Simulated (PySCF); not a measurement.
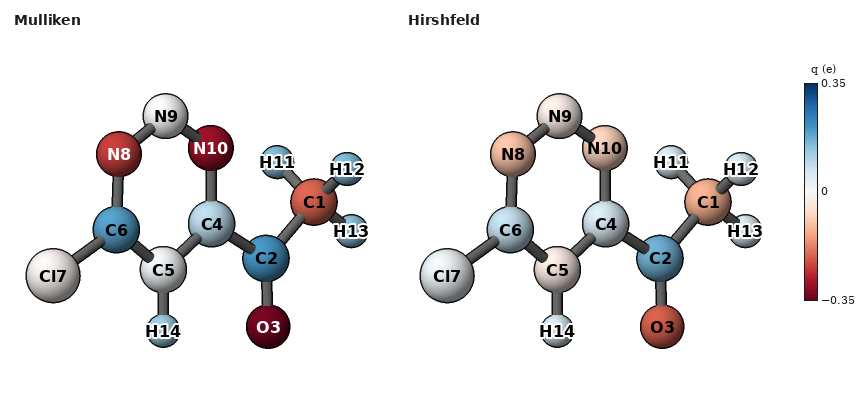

Atomic charges of one calculation by 2 schemes, on one colour scale. The geometry was computed by an optimisation with GFN2-xTB. No frequency run is at hand to confirm it as a minimum. Method: PBE0/pcSseg-1 (PySCF 2.14.0).

### Which scheme gives the most polar picture (largest mean size of the charges)?

The Mulliken charges are the largest in size here.

### On which atom do the schemes disagree most?

On N10 (from −0.30 to −0.08 e).

List the charges (e), one line for each set of equivalent atoms.

```
    atom  Mulliken  Hirshfeld
      C1     −0.20      −0.12
      C2      0.21       0.17
      O3     −0.33      −0.21
      C4      0.09       0.06
      C5      0.01      −0.03
      C6      0.19       0.09
     Cl7     −0.01       0.02
      N8     −0.24      −0.10
      N9      0.00      −0.03
     N10     −0.30      −0.08
H11, H12      0.15       0.06
     H13      0.15       0.06
     H14      0.13       0.07
```
